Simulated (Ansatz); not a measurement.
# KBe2Te2, from a guessed structure to a relaxed one

Starting from a made-up structure for KBe2Te2, the aim is the relaxed cell, its shortest contacts and, where a second run follows, its electronic structure.

Method: DFT, r2SCAN, plane-wave PAW, files of the set soft_1, scalar-relativistic, no spin, cell and ions relaxed at zero pressure; PAW set soft_1, in the first sound run; inputs show where later runs differ, in Ansatz 0.2.0.

## Step 1: The structure

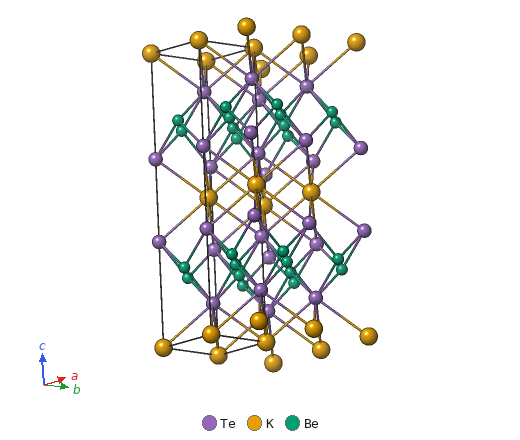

The starting structure, seen from a free direction (tellurium purple, potassium orange, beryllium teal). 2×2×1 cells are drawn. This picture shows the conventional cell, with its axes. Some periodic images of atoms are drawn too.

## Step 2: Relaxation of the guess

The guessed cell has no reason to be at equilibrium. It is relaxed with the atoms, within the space group of the guess.

Input file input.yaml:

```yaml
crystal:
  lattice:
    - [-1.9175, 1.9175, 7.9285]
    - [1.9175, -1.9175, 7.9285]
    - [1.9175, 1.9175, -7.9285]
  atoms:
    - { symbol: Te, position: [0.3595, 0.3595, 0.0] }
    - { symbol: Te, position: [0.6405, 0.6405, 0.0] }
    - { symbol: K, position: [0.0, 0.0, 0.0] }
    - { symbol: Be, position: [0.25, 0.75, 0.5] }
    - { symbol: Be, position: [0.75, 0.25, 0.5] }
kpoints:
  mp_grid: { grid: [10, 10, 10] }
scf:
  occupations: { method: fermi_dirac, width: 0.05 }
hamiltonian:
  xc: r2scan
  pseudopotentials: { kind: paw, azcp: { folder: soft_1 } }
relax:
  f_tol: 0.015
  max_steps: 70
  cell: {}
output:
  forces: true
  stress: true
```

Command:

```sh
> ansatz run input.yaml --threads 4 --pin off --max-ram 8192MiB --backend cpu --events-out ev --progress --plain --runs-dir out
```

Numbers of over 12 decimals in the logs are rounded to 6 here.

The log of the run:

```text
basis.fft_grid_basis auto: the FFT boxes are laid along the combinations [[1, 0, 1], [0, 1, 1], [0, 0, 1]] of the cell's own vectors, 3.835, 3.835 and 8.379 Å long. The dense box has 30×30×64 points. Along the cell's own vectors, as sized, it would have 64×64×64, 4.55 times as many. Of the 16 symmetry operations that the crystal satisfies within crystal.symmetry.tolerance (time reversal apart; of a slab, those that k [...]
Engine: ansatz 0.2.0, aarch64-unknown-linux-gnu
Pseudopotentials: kind: paw
Pseudopotential: Te, paw, valence charge 16, recommended cutoff 500 eV (meta_gga), soft_1/Te.paw.azcp
Pseudopotential: K, paw, valence charge 9, recommended cutoff 500 eV (meta_gga), soft_1/K.paw.azcp
Pseudopotential: Be, paw, valence charge 2, recommended cutoff 500 eV (meta_gga), soft_1/Be.paw.azcp
Functional definition: r2SCAN
  parameter k0 = 0.174
  parameter k1 = 0.065
  parameter a1 = 4.9479
  exchange = r2scan_x(k0 = k0, k1 = k1, a1 = a1)
  correlation = r2scan_c
Crystal: 5 atoms, lattice volume = 116.606 Å³
Basis set: ecut = 500 eV, 2913 PW (Γ), FFT grids on a1+a3, a2+a3, a3, exchange–correlation on 120×120×256 points (64 copies of the dense FFT grid, shifted against one another)
Bands: 28, of which v1, the nominal top of the filled ones, is band 23 counted from 1 (22 counted from 0)
Symmetry: 16 space group operations
Space group: I4/mmm (ITA 139), of the structure as read, at distance tolerance 4.9e-5 Å
k-points: 102 of 1000
Non-local potential: Te, projectors of the file, l = 0: 2, l = 1: 2, l = 2: 2, l = 3: 1
Non-local potential: K, projectors of the file, l = 0: 3, l = 1: 2, l = 2: 2
Non-local potential: Be, projectors of the file, l = 0: 2, l = 1: 2, l = 2: 1
PAW form: soft (Blöchl's): semilocal exchange-correlation on the pseudo side does not see the compensation charge
PAW frozen core: Te, regenerated for the run's functional (the file was generated under x = pbe(κ = 0.804, μ = 0.219515), c = pbe(β = 0.066725))
PAW frozen core: K, regenerated for the run's functional (the file was generated under x = pbe(κ = 0.804, μ = 0.219515), c = pbe(β = 0.066725))
PAW frozen core: Be, regenerated for the run's functional (the file was generated under x = pbe(κ = 0.804, μ = 0.219515), c = pbe(β = 0.066725))
PAW one-centre angular grid: Te, 590 points (default); XC on 160 Gauss nodes
PAW one-centre angular grid: K, 302 points (default); XC on 160 Gauss nodes
PAW one-centre angular grid: Be, 302 points (default); XC on 224 Gauss nodes
Initial density: superposition of atomic densities (chi_scale 0.1, normalization cell, long waves kept (reshape's long-wave potential 0.14 eV rms))
Initial wavefunctions: pseudopotential atomic-orbital guess
Functional: x = r2scan, c = r2scan; τ floored in thin density (d = 2e-4 eV/Å³)
SCF iter   1: F=—  HF=-15720.594119 eV  |F-HF|=—  |Δ(HF+E_count)|=         —  Δρ=3.08e-2  dr2=4.54e0  dr2_τ=5.64e-2  ethr=3.10e-3  ⟨swp⟩=10.1  Hψ=16605  notcnv=0
preconditioner: auto → Kerker (q_TF=auto, 2.328 Å⁻¹)  [metal: Δε(μ)=0.008 eV  Ē_g=8.261 eV  σ=0.050 eV  W_gap=0.04  n_scr=24 (ndim 8)  ℏωp=14.1 eV  f_vac=0.000  D(μ)=2.28/eV (n_scr^D=12)]
SCF iter   2: F=—  HF=-15720.100188 eV  |F-HF|=—  |Δ(HF+E_count)|=   4.94e-1  Δρ=1.83e-2  dr2=2.13e0  dr2_τ=6.32e-3  ethr=3.10e-3  ⟨swp⟩=2.9  Hψ=4334  notcnv=0  defer=7
SCF iter   3: F=—  HF=-15719.736150 eV  |F-HF|=—  |Δ(HF+E_count)|=   3.64e-1  Δρ=5.55e-3  dr2=2.10e-1  dr2_τ=1.94e-3  ethr=3.10e-3  ⟨swp⟩=3.9  Hψ=5955  notcnv=0  defer=11
SCF iter   4: F=—  HF=-15719.702154 eV  |F-HF|=—  |Δ(HF+E_count)|=   3.40e-2  Δρ=2.15e-3  dr2=7.96e-3  dr2_τ=3.20e-4  ethr=4.66e-4  ⟨swp⟩=4.0  Hψ=4822  notcnv=0  defer=12
SCF iter   5: F=—  HF=-15719.704991 eV  |F-HF|=—  |Δ(HF+E_count)|=   2.84e-3  Δρ=7.07e-4  dr2=8.27e-4  dr2_τ=2.13e-5  ethr=1.77e-5  ⟨swp⟩=2.1  Hψ=4786  notcnv=0  defer=10
SCF iter   6: F=—  HF=-15719.705143 eV  |F-HF|=—  |Δ(HF+E_count)|=   1.52e-4  Δρ=1.61e-4  dr2=4.46e-5  dr2_τ=1.69e-6  ethr=1.84e-6  ⟨swp⟩=2.0  Hψ=4058  notcnv=0  defer=10
SCF iter   7: F=—  HF=-15719.705154 eV  |F-HF|=—  |Δ(HF+E_count)|=   1.09e-5  Δρ=5.90e-5  dr2=4.83e-6  dr2_τ=1.97e-7  ethr=9.92e-8  ⟨swp⟩=2.3  Hψ=5117  notcnv=0  defer=9
SCF iter   8: F=—  HF=-15719.705156 eV  |F-HF|=—  |Δ(HF+E_count)|=   2.03e-6  Δρ=2.13e-5  dr2=5.23e-7  dr2_τ=3.04e-8  ethr=1.07e-8  ⟨swp⟩=3.0  Hψ=5610  notcnv=0  defer=9
SCF iter   9: F=-15719.705156 eV  HF=-15719.705156 eV  |F-HF|=4.83e-9  |Δ(HF+E_count)|=   1.32e-7  Δρ=6.14e-6  dr2=8.85e-8  dr2_τ=2.05e-9  ethr=2.22e-10  ⟨swp⟩=5.0  Hψ=11094  notcnv=0
SCF 1 converged in 9 iterations: F = -15719.705156 eV  dr2 = 8.85e-8
  greatest PAW one-centre occupation: 0.997 electrons in one spin orbital (limit 2), on the Te atom at site 1 (counted from 0), in its partial waves of l = 2
relax step   1: F+E_penalty+E_count = -15719.70515598 eV  Δ(F+E_penalty+E_count) = +0.000e0 eV  max|allowed force component| = 1.027e0 eV/Å  Δτ_max = 0.0000 Å  P = +0.546 GPa  Ω = 116.606 Å³  (9 SCF iters, dr2 threshold 1.00e-7 eV, accepted)
Crystal: 5 atoms, lattice volume = 120.013 Å³
Basis set: ecut = 500 eV, 2997 PW (Γ), FFT grids on a1+a3, a2+a3, a3, exchange–correlation on 120×120×256 points (64 copies of the dense FFT grid, shifted against one another)
Initial density: handed on by an earlier stage of this run
Initial wavefunctions: those handed on with the density
iter 1 solved again at ethr=1.64e-4 eV; its pass at ethr=3.10e-3 eV (dr2=7.36e-2 eV) is discarded
SCF iter   1: F=—  HF=-15719.353371 eV  |F-HF|=—  |Δ(HF+E_count)|=         —  Δρ=9.47e-3  dr2=7.97e-2  dr2_τ=4.86e-1  ethr=1.64e-4  ⟨swp⟩=1.8  Hψ=19113  notcnv=0
preconditioner: auto → Kerker (q_TF=auto, 2.317 Å⁻¹)  [metal: Δε(μ)=0.014 eV  Ē_g=6.971 eV  σ=0.050 eV  W_gap=0.07  n_scr=24 (ndim 8)  ℏωp=12.2 eV  f_vac=0.001  D(μ)=3.20/eV (n_scr^D=20)]
SCF iter   2: F=—  HF=-15719.945452 eV  |F-HF|=—  |Δ(HF+E_count)|=   5.92e-1  Δρ=5.87e-3  dr2=3.17e-2  dr2_τ=3.46e-4  ethr=1.64e-4  ⟨swp⟩=3.2  Hψ=5308  notcnv=0
SCF iter   3: F=—  HF=-15719.944830 eV  |F-HF|=—  |Δ(HF+E_count)|=   6.22e-4  Δρ=1.11e-3  dr2=7.26e-3  dr2_τ=1.15e-4  ethr=7.04e-5  ⟨swp⟩=2.2  Hψ=3690  notcnv=0
SCF iter   4: F=—  HF=-15719.944487 eV  |F-HF|=—  |Δ(HF+E_count)|=   3.43e-4  Δρ=7.95e-4  dr2=2.42e-3  dr2_τ=2.77e-5  ethr=1.61e-5  ⟨swp⟩=1.6  Hψ=2943  notcnv=0
SCF iter   5: F=—  HF=-15719.944405 eV  |F-HF|=—  |Δ(HF+E_count)|=   8.17e-5  Δρ=1.43e-4  dr2=6.36e-5  dr2_τ=1.69e-6  ethr=5.39e-6  ⟨swp⟩=2.0  Hψ=3310  notcnv=0
SCF iter   6: F=—  HF=-15719.944425 eV  |F-HF|=—  |Δ(HF+E_count)|=   1.93e-5  Δρ=9.26e-5  dr2=1.26e-5  dr2_τ=2.56e-7  ethr=1.41e-7  ⟨swp⟩=2.0  Hψ=5252  notcnv=0
[...]
SCF iter   6: F=—  HF=-15720.044625 eV  |F-HF|=—  |Δ(HF+E_count)|=   2.42e-5  Δρ=1.58e-4  dr2=1.13e-4  dr2_τ=2.07e-6  ethr=8.05e-7  ⟨swp⟩=1.5  Hψ=2929  notcnv=0
SCF iter   7: F=—  HF=-15720.044620 eV  |F-HF|=—  |Δ(HF+E_count)|=   4.59e-6  Δρ=9.00e-5  dr2=3.18e-5  dr2_τ=7.47e-7  ethr=2.50e-7  ⟨swp⟩=1.6  Hψ=2990  notcnv=0
SCF iter   8: F=—  HF=-15720.044620 eV  |F-HF|=—  |Δ(HF+E_count)|=   3.08e-7  Δρ=3.01e-5  dr2=3.81e-6  dr2_τ=6.61e-8  ethr=7.06e-8  ⟨swp⟩=2.0  Hψ=3925  notcnv=0
SCF iter   9: F=-15720.044620 eV  HF=-15720.044620 eV  |F-HF|=7.39e-9  |Δ(HF+E_count)|=   3.80e-8  Δρ=4.84e-6  dr2=3.42e-8  dr2_τ=9.21e-10  ethr=1.11e-9  ⟨swp⟩=3.4  Hψ=11191  notcnv=0
SCF 3 converged in 9 iterations: F = -15720.044620 eV  dr2 = 3.42e-8
relax step   3: F+E_penalty+E_count = -15720.04462025 eV  Δ(F+E_penalty+E_count) = -1.002e-1 eV  max|allowed force component| = 2.223e-1 eV/Å  Δτ_max = 0.0012 Å  P = +0.516 GPa  Ω = 125.777 Å³  energy of the carried Pulay correction = -6.234e-4 eV  (9 SCF iters, dr2 threshold 5.00e-7 eV, accepted)
[...]
relax step   4: F+E_penalty+E_count = -15720.22423471 eV  Δ(F+E_penalty+E_count) = -1.796e-1 eV  max|allowed force component| = 2.493e-1 eV/Å  Δτ_max = 0.0616 Å  P = -0.307 GPa  Ω = 133.195 Å³  energy of the carried Pulay correction = -1.094e-3 eV  (7 SCF iters, dr2 threshold 5.00e-7 eV, accepted)
[...]
relax step   5: F+E_penalty+E_count = -15720.30547468 eV  Δ(F+E_penalty+E_count) = -8.124e-2 eV  max|allowed force component| = 1.216e-1 eV/Å  Δτ_max = 0.0596 Å  P = -0.842 GPa  Ω = 137.658 Å³  energy of the carried Pulay correction = -1.365e-3 eV  (6 SCF iters, dr2 threshold 5.00e-7 eV, accepted)
[...]
relax step   6: F+E_penalty+E_count = -15720.32308156 eV  Δ(F+E_penalty+E_count) = -1.761e-2 eV  max|allowed force component| = 8.180e-2 eV/Å  Δτ_max = 0.0267 Å  P = -0.406 GPa  Ω = 134.473 Å³  energy of the carried Pulay correction = -1.173e-3 eV  (6 SCF iters, dr2 threshold 5.00e-7 eV, accepted)
[...]
relax step   7: F+E_penalty+E_count = -15720.33194129 eV  Δ(F+E_penalty+E_count) = -8.860e-3 eV  max|allowed force component| = 2.755e-2 eV/Å  Δτ_max = 0.0426 Å  P = +0.038 GPa  Ω = 130.516 Å³  energy of the carried Pulay correction = -9.275e-4 eV  (6 SCF iters, dr2 threshold 5.00e-7 eV, accepted)
[...]
relax step   8: F+E_penalty+E_count = -15720.33212355 eV  Δ(F+E_penalty+E_count) = -1.823e-4 eV  max|allowed force component| = 3.135e-5 eV/Å  Δτ_max = 0.0071 Å  P = -0.008 GPa  Ω = 131.015 Å³  energy of the carried Pulay correction = -9.589e-4 eV  (6 SCF iters, dr2 threshold 4.74e-8 eV, accepted)
Basis set: ecut = 500 eV, 3305 PW (Γ), FFT grids on a1+a3, a2+a3, a3, exchange–correlation on 128×128×240 points (64 copies of the dense FFT grid, shifted against one another)
Initial wavefunctions: pseudopotential atomic-orbital guess (no wavefunctions were taken with the density)
iter 1 solved again at ethr=2.86e-6 eV; its pass at ethr=3.10e-3 eV (dr2=1.29e-3 eV) is discarded
SCF iter   1: F=—  HF=-15720.334610 eV  |F-HF|=—  |Δ(HF+E_count)|=         —  Δρ=2.48e-4  dr2=8.34e-6  dr2_τ=3.56e-5  ethr=2.86e-6  ⟨swp⟩=2.9  Hψ=23589  notcnv=0
eigensolver tolerance schedule: the retry pair's looser diagonalisation over-reported the residual by 153.22 of it (diagonalisation noise at 0.16 of the residual, at the tolerance the schedule requests for it); recorded, not acted on — ethr = c·dr2/N_el stays at c = 1.0e-1
preconditioner: auto → LDOS  [metal: Δε(μ)=0.060 eV  Ē_g=6.729 eV  σ=0.050 eV  W_gap=0.28  n_scr=32 (ndim 8)  ℏωp=11.7 eV  f_vac=0.024  D(μ)=1.04/eV (n_scr^D=2)  β→1.0]
SCF iter   2: F=—  HF=-15720.334974 eV  |F-HF|=—  |Δ(HF+E_count)|=   3.64e-4  Δρ=3.27e-5  dr2=9.83e-7  dr2_τ=8.36e-8  ethr=1.85e-8  ⟨swp⟩=2.2  Hψ=5270  notcnv=0
SCF iter   3: F=—  HF=-15720.334972 eV  |F-HF|=—  |Δ(HF+E_count)|=   1.92e-6  Δρ=1.26e-5  dr2=3.59e-7  dr2_τ=9.79e-9  ethr=2.18e-9  ⟨swp⟩=2.0  Hψ=5192  notcnv=0
SCF iter   4: F=—  HF=-15720.334972 eV  |F-HF|=—  |Δ(HF+E_count)|=   4.77e-8  Δρ=2.52e-6  dr2=8.22e-9  dr2_τ=6.32e-10  ethr=7.99e-10  ⟨swp⟩=2.0  Hψ=4793  notcnv=0
SCF iter   5: F=—  HF=-15720.334972 eV  |F-HF|=—  |Δ(HF+E_count)|=  1.98e-10  Δρ=7.73e-7  dr2=1.36e-9  dr2_τ=4.33e-11  ethr=1.83e-11  ⟨swp⟩=2.0  Hψ=5240  notcnv=0
SCF iter   6: F=-15720.334972 eV  HF=-15720.334972 eV  |F-HF|=1.46e-11  |Δ(HF+E_count)|=  1.96e-10  Δρ=1.59e-7  dr2=3.39e-11  dr2_τ=1.09e-12  ethr=1.00e-12  ⟨swp⟩=4.0  Hψ=13293  notcnv=0
SCF 9 converged in 6 iterations: F = -15720.334972 eV  dr2 = 3.39e-11
relax step   9: F+E_penalty+E_count = -15720.33497208 eV  Δ(F+E_penalty+E_count) = -2.849e-3 eV  max|allowed force component| = 2.347e-5 eV/Å  Δτ_max = 0.0000 Å  P = -0.003 GPa  Ω = 131.015 Å³  stress off target by 1.54e-2 GPa  SCF on the basis re-selected at this cell (its energy is not comparable with the rows above)  (6 SCF iters)
basis re-selected at this cell: Δ(F+E_penalty+E_count) = -2.849e-3 eV, ΔP = +0.005 GPa vs the last step (what re-selecting the basis moved, of the pressure what is left beyond the Pulay correction that the steps carried, after the strain that the cell walked since its last selection, with what the two solves' SCF thresholds leave and, on support functions, any second-order correction that the steps lacked; it is no measure of the basis error at this ecutwfc). The dense FFT grid was sized anew with the basis: this SCF ran on 32×32×60 points, the steps before it on 30×30×64, so part of this shift can come from that change (see relax.cell in the input reference). [rest of the remark cut]
SCF converged after 6 iterations
Free energy (F): -15720.334972 eV
Harris-Foulkes:  -15720.334972 eV  (|F-HF|=1.46e-11)
Internal energy: -15720.325985 eV  (E = F + TS)
E sigma→0 (E₀):  -15720.330479 eV
Entropy (-TS):   -0.008987 eV (-1.797 meV/atom)
Fermi energy:    8.299613 eV
--- Per-component energies (eV) ---
  E_band       = -699.705226
  E_kinetic    = 634.478533
  E_local      = -4298.285175  (includes V_loc(G=0)·N_el)
  E_nonlocal   = 154.877253
  E_hartree    = 2040.879763
  E_xc         = -396.320224
  E_vxc        = -444.428988  (∫ρ·V_xc dr)
  E_paw        = -10305.240429  (= ΣΔE_a)
  E_vpaw       = -854.161523  (= ΣTr[D̂ρ^β])
  E_aug_tail   = 0.000026  (compensation charges beyond the density's cutoff)
  E_vtau       = 26.055295  (kinetic-family band-sum trace: ∫τ·v_τ [+ j·A + Jᵃ·Aᵃ] dr)
  E_ewald      = -3551.065239
  E_core_change = 0.349508  (= ΣΔE_core)
  E_smearing   = -0.008987  (= −TS)
  E_closure    = 0.000000  (closes the sum)
  Σ components = -15720.334972   (vs F -15720.334972, Δ=0.00e0)
--- Forces (eV/Å), atoms counted from 1 ---
  atom   1  Te     0.00000000     0.00000000     0.00002347
  atom   2  Te     0.00000000    -0.00000000    -0.00002347
  atom   3  K     -0.00000000    -0.00000000     0.00000000
  atom   4  Be     0.00000000    -0.00000000     0.00000000
  atom   5  Be    -0.00000000    -0.00000000     0.00000000
  max |Σ_I F_I| component: 2.98e-18 eV/Å
--- Stress (GPa, compression-positive) ---
        0.002710       0.000000      -0.000000
        0.000000       0.002710       0.000000
       -0.000000       0.000000      -0.015438
  P = ⅓ Tr σ = -0.0033 GPa (-0.033 kbar)
--- Relaxed structure (8 steps of the walk, 8 accepted, 1 SCFs on fresh bases) ---
  F+E_penalty+E_count = -15720.33497208 eV   max|allowed force component| = 2.347e-5 eV/Å   (the final SCF, on the basis selected at the relaxed cell)
  cell:  # Å, volume = 131.0146 Å³
    - [-2.192942, 2.192942, 6.810916]
    - [2.192942, -2.192942, 6.810916]
    - [2.192942, 2.192942, -6.810916]
  atoms:
    - { symbol: Te, position: [0.343602, 0.343602, 0] }
    - { symbol: Te, position: [0.656398, 0.656398, 0] }
    - { symbol: K, position: [2.6802500574781983e-19, 2.6802500574781997e-19, 0] }
    - { symbol: Be, position: [0.250000, 0.750000, 0.500000] }
    - { symbol: Be, position: [0.750000, 0.250000, 0.500000] }
```

Run time: 79 s. Hardware: 4 threads of Arm Neoverse V2, shared host; peak memory 0.96 GiB.

The steps of the relaxation:

| step | energy less that of the first step (eV) | largest force component (eV/Å) | pressure (GPa) | volume (Å³) |
| --- | --- | --- | --- | --- |
| 1 | 0.0000 | 1.0275 | 0.55 | 116.61 |
| 2 | -0.2393 | 0.2485 | 2.35 | 120.01 |
| 3 | -0.3395 | 0.2223 | 0.52 | 125.78 |
| 4 | -0.5191 | 0.2493 | -0.31 | 133.19 |
| 5 | -0.6003 | 0.1216 | -0.84 | 137.66 |
| 6 | -0.6179 | 0.0818 | -0.41 | 134.47 |
| 7 | -0.6268 | 0.0275 | 0.04 | 130.52 |
| 8 | -0.6270 | 0.0000 | -0.01 | 131.01 |
| 9* | -0.6298 | 0.0000 | 0.00 | 131.01 |

Relaxation steps marked * repeat the geometry before them on a plane-wave basis chosen anew for their cell, so energy and pressure can jump there.

The run keeps the 16 symmetry operations that it works with, so distortions that break them were not tested.

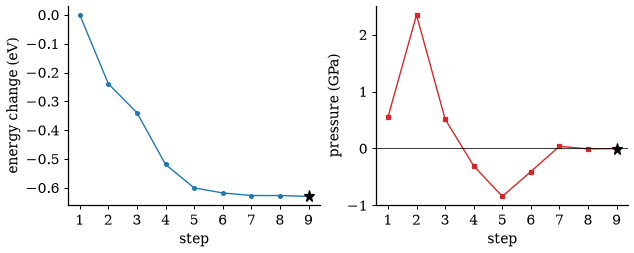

Energy and pressure along the relaxation. Stars mark steps on a basis chosen anew.

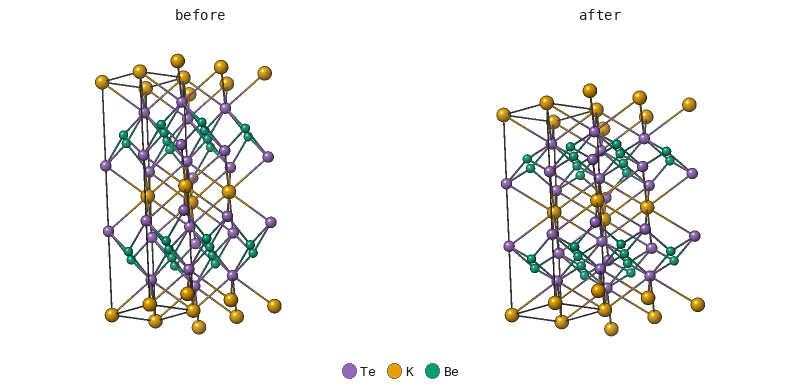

The structure before and after the relaxation, drawn at the same scale.

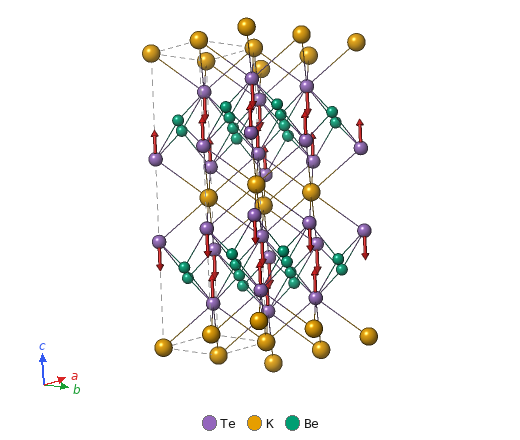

Displacements in the relaxation, exaggerated, measured against the changing cell; the longest in the cell stands for 0.22 Å. 2×2×1 conventional cells are drawn. Some periodic images of atoms are drawn too.

| cell as run | before | after | change |
| --- | --- | --- | --- |
| a (Å) | 8.379 | 7.484 | -10.7 % |
| b (Å) | 8.379 | 7.484 | -10.7 % |
| c (Å) | 8.379 | 7.484 | -10.7 % |
| α (°) | 153.54 | 145.92 | -5.0 % |
| β (°) | 153.54 | 145.92 | -5.0 % |
| γ (°) | 37.76 | 48.96 | +29.7 % |
| volume (Å³/atom) | 23.32 | 26.20 | +12.4 % |

The atoms that moved most (Å, as changes of fractional coordinates times the final cell):

| atom | dx | dy | dz | length |
| --- | --- | --- | --- | --- |
| Te2 | 0.000 | 0.000 | 0.217 | 0.217 |
| Te1 | 0.000 | 0.000 | -0.217 | 0.217 |

Final coordinates:

```xyz
5
Lattice="-2.1929 2.1929 6.8109 2.1929 -2.1929 6.8109 2.1929 2.1929 -6.8109" Properties=species:S:1:pos:R:3 pbc="T T T"
Te    0.0000    0.0000    4.6805
Te    0.0000    0.0000    8.9413
K     0.0000    0.0000    0.0000
Be    2.1929    0.0000    3.4055
Be    0.0000    2.1929    3.4055
```

Numbers from this step:

| Property | Result |
| --- | --- |
| free energy | -15720.3350 eV |
| energy at zero smearing | -15720.3305 eV |
| smearing term TS | 0.008987 eV |
| Fermi energy | 8.300 eV |
| electrons | 45 |
| symmetry operations | 16 |
| pressure | -0.003339 GPa |

The shortest distance of each pair, which need not be the same contact before and after:

| pair | guess (Å) | relaxed (Å) |
| --- | --- | --- |
| Be–Te | 2.587 | 2.537 |
| Be–Be | 2.712 | 3.101 |
| K–Te | 3.510 | 3.763 |
| Te–Te | 3.835 | 4.015 |
| Be–K | 4.404 | 4.050 |

The relaxation ends with a largest force component of 2.3e-5 eV/Å and a pressure of 0.00 GPa.

[end of part 1 of 2]

[Logs are printed without paths, hosts, clocks, repeated set-up lines and the standing remarks that a program may print on its own settings, such as how far it seeks lower states.]

[Hosts, paths, dates, database ids (printed as entryN), source tags and the programs' standing remarks are cut or masked in the printed files.]
